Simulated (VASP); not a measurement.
Band structure of Ge$_{2}$Si$_{6}$ (ordered alloy cell). These are PBEsol GGA, VASP's PBE PAW potentials (set 64) (plane waves; VASP 6.6.1) values and carry that method's errors.

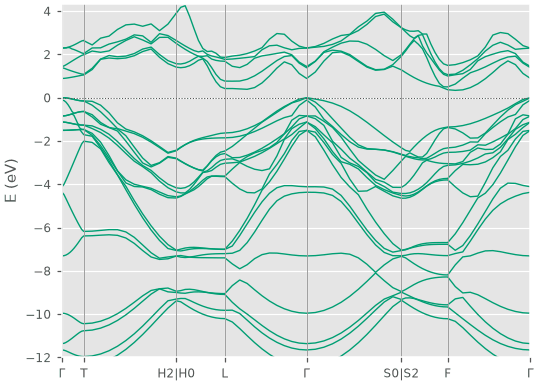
Bands along high-symmetry lines, zero at the valence-band maximum or, without a gap, the Fermi level

Problem. Read the plot: is there a gap, and where are the band edges?

Solution. The gap is indirect, 0.34 eV, from the valence maximum at Γ to the conduction minimum at F-Γ at 0.09. (Edges off the drawn lines would not show.)

The structure was generated: Ge2Si6 was put into an ordered model structure (R-3m), which need not be its known phase. It was relaxed first.
